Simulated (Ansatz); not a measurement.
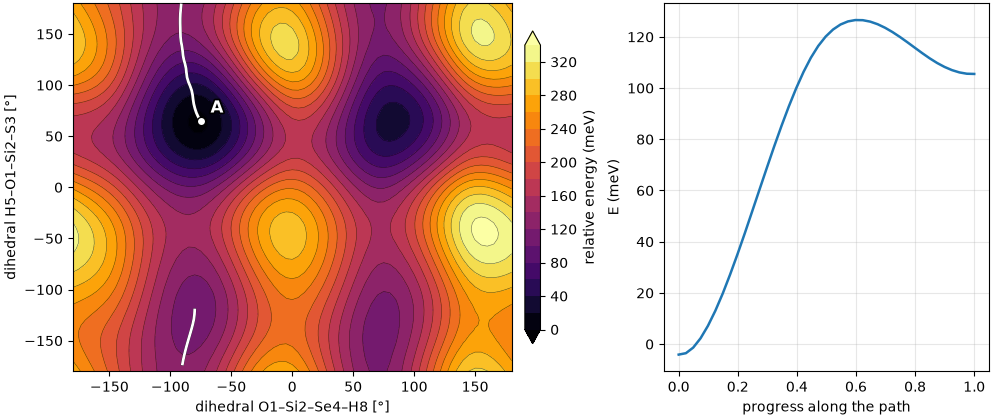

H₄OSSeSi, SMILES O[SiH](S)[SeH]. Coordinates scanned: (1) dihedral O1–Si2–Se4–H8; (2) dihedral H5–O1–Si2–S3. Nothing is relaxed (all other coordinates rigid). Grid: 10 × 10 points. Points are written as (first, second). Energies are in meV, from the lowest grid point. All numbers below come from RKS PBE0-D4/def2-SVP in Ansatz 0.2.0.

The picture shows filled contours, a line along the lowest path, one colour for all values above the top of the scale, the energy along the path at the right, the start A. Between grid points the surface is interpolated.

Q: Describe the path and its barrier.

A: The easiest path leads from the well at about (−75°, 65°) to the well at about (−80°, −120°), about 110 meV higher. Its highest point lies about 131 meV above the bottom of the first well on the interpolated surface, at about (−90°, 170°). Seen from the upper well the barrier is about 21 meV. The start is the relaxed structure and all else is held, so a fully relaxed path at this level can only be lower.
